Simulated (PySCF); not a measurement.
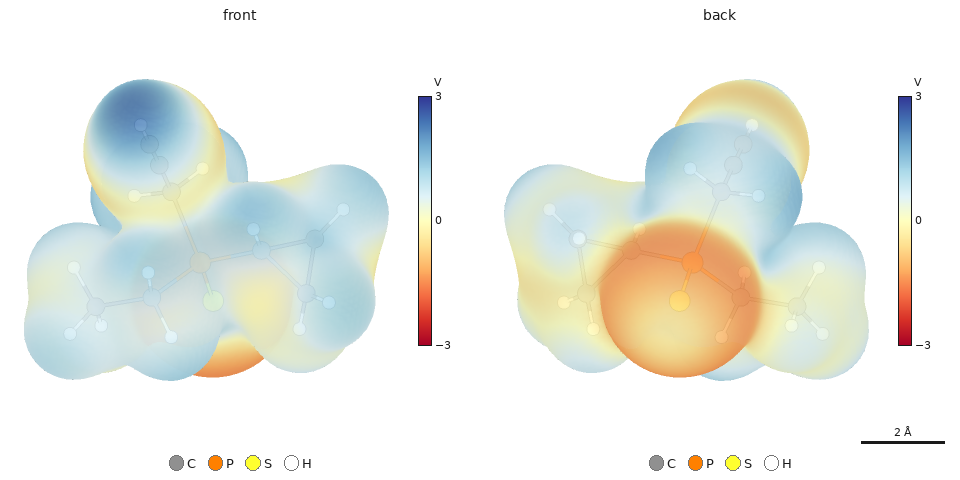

C$_{8}$H$_{13}$PS. The molecular electrostatic potential painted on the density surface at 0.004 e/bohr³, seen from the front and from behind; red is negative and blue positive.

Geometry: GFN2-xTB.

All numbers below come from PySCF, PBE0/pcSseg-1, SCF density, gas phase, non-relativistic.

The calculation's input:

```
{"job": {"kind": "nmr", "xc": "PBE0", "basis": "pcSseg-1"}, "charge": 0, "multiplicity": 1}
C     -1.664892     2.662576    -0.581591
C     -1.344111     1.602961    -1.038122
C     -0.941972     0.316282    -1.540804
P      0.048044    -0.645912    -0.297438
S      0.515901    -2.420306    -0.919024
C     -0.947806    -0.588397     1.260187
C     -2.241429    -1.374795     1.106887
C      1.448758     0.468975     0.065615
C      2.700708    -0.164676     0.598995
C      2.665076     0.333688    -0.804522
H     -1.955736     3.597561    -0.205709
H     -0.306475     0.420410    -2.427715
H     -1.810197    -0.294509    -1.810821
H     -0.317253    -1.035241     2.035687
H     -1.141333     0.454459     1.521075
H     -2.729491    -1.500864     2.071138
H     -2.930064    -0.859233     0.439626
H     -2.029741    -2.361397     0.694486
H      1.165923     1.454456     0.416213
H      2.689736    -1.237016     0.741917
H      3.275965     0.375851     1.335554
H      3.211415     1.229345    -1.059376
H      2.634222    -0.407234    -1.592177
```

Command:

```sh
OMP_NUM_THREADS=1 python probes_run.py task.json out
```

Question: Describe the electrostatic potential map.

Answer: The most negative region (about −1.4 V) lies over S5, the most positive (about +2.2 V) over H11.
